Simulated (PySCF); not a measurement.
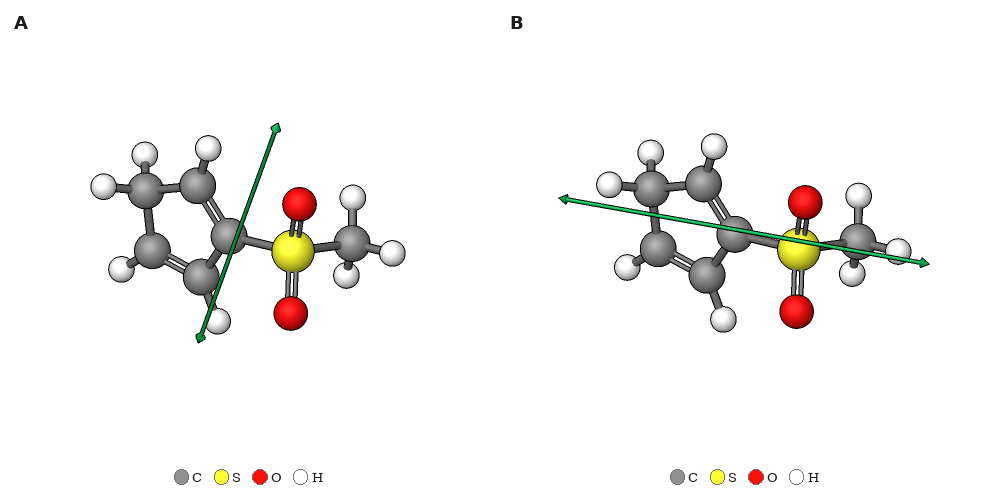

The double arrows show the directions of two transition dipoles from the ground state (lengths mean nothing). The computed structure is the end point of a PBE0-D3(BJ)/def2-SVP optimisation. No frequency run is at hand to confirm it as a minimum. Properties computed with TDDFT PBE0/def2-SVPD, vertical, IEF-PCM dichloromethane (non-equilibrium linear response), core orbitals frozen in the response (PySCF 2.14.0).

One belongs to singlet state 1 and one to singlet state 4. Which is which?

A: state 1, 4.96 eV (250 nm), oscillator strength 0.071, mainly HOMO → LUMO (weight 0.98).
B: state 4, 6.54 eV (190 nm), oscillator strength 0.023, of mixed character, with the largest part HOMO−2 → LUMO (weight 0.47).
